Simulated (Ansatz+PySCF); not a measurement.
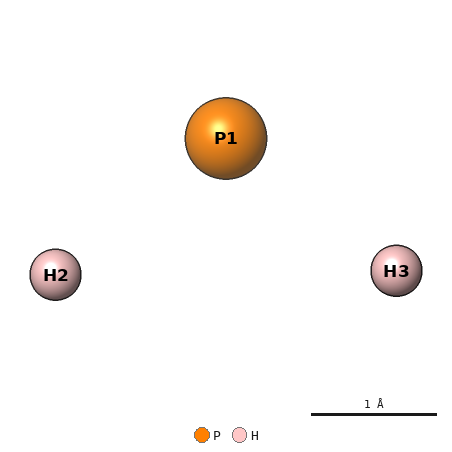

Simulated data, not a measurement (program: Ansatz+PySCF).

Orthographic view. Distant atoms are faded towards the background colour. State: neutral, quartet. Geometry: a fixed input geometry, not necessarily a minimum.

Give the distance matrix in Å.

| atom | P1 | H2 | H3 |
| --- | --- | --- | --- |
| P1 | 0.00 |  |  |
| H2 | 1.78 | 0.00 |  |
| H3 | 1.78 | 2.73 | 0.00 |

The spin state was imposed, and no run here compares it with a lower spin, which may lie lower.
